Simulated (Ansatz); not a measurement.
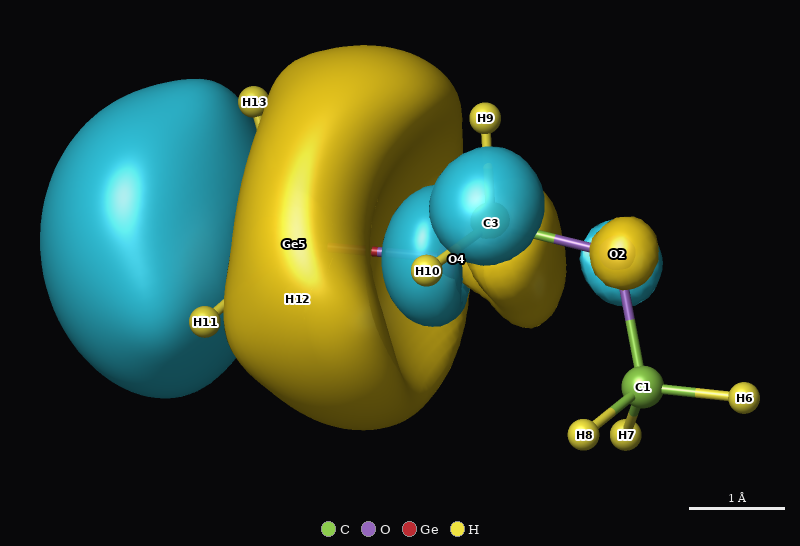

Figure. C2H8GeO2. The LUMO at ±0.08 Å⁻³ᐟ² (yellow and cyan are the two phases), seen at an oblique angle.

Theory: Ansatz, RKS revPBE/def2-SVP.

The calculation's input:

```
crystal:
  periodic: [false, false, false]
  atoms:
    - { symbol: C, position_ang: [-1.8693, -0.2896, 1.1663] }
    - { symbol: O, position_ang: [-1.6913, 0.4568, -0.0472] }
    - { symbol: C, position_ang: [-0.4624, 0.1043, -0.594] }
    - { symbol: O, position_ang: [0.6656, 0.7575, 0.1403] }
    - { symbol: Ge, position_ang: [2.1724, 0.2669, -0.6005] }
    - { symbol: H, position_ang: [-2.8807, 0.1139, 1.5846] }
    - { symbol: H, position_ang: [-1.096, -0.0406, 1.9104] }
    - { symbol: H, position_ang: [-1.9666, -1.3204, 0.959] }
    - { symbol: H, position_ang: [-0.4102, 0.4654, -1.5957] }
    - { symbol: H, position_ang: [-0.2903, -1.0053, -0.5645] }
    - { symbol: H, position_ang: [2.3507, -1.2602, -0.449] }
    - { symbol: H, position_ang: [3.3372, 0.9937, 0.1948] }
    - { symbol: H, position_ang: [2.1613, 0.7229, -2.09] }
basis:
  gaussian: { orbitals: def2-SVP }
hamiltonian:
  xc: revpbe
relax:
  f_tol: 0.02
  max_steps: 50
output:
  orbitals: {}
```

Command:

```sh
ansatz run input.yaml --threads 2 --pin off --max-ram 3072MiB --backend cpu --events-out ev --progress --plain --runs-dir out
```

The fields are those of the run's last geometry, not of the input's.

> Where does this orbital lie, and at what energy?

By Hirshfeld shares it lies mainly on Ge5 (about 55 %) and O4 (about 15 %). Its energy is −0.37 eV.
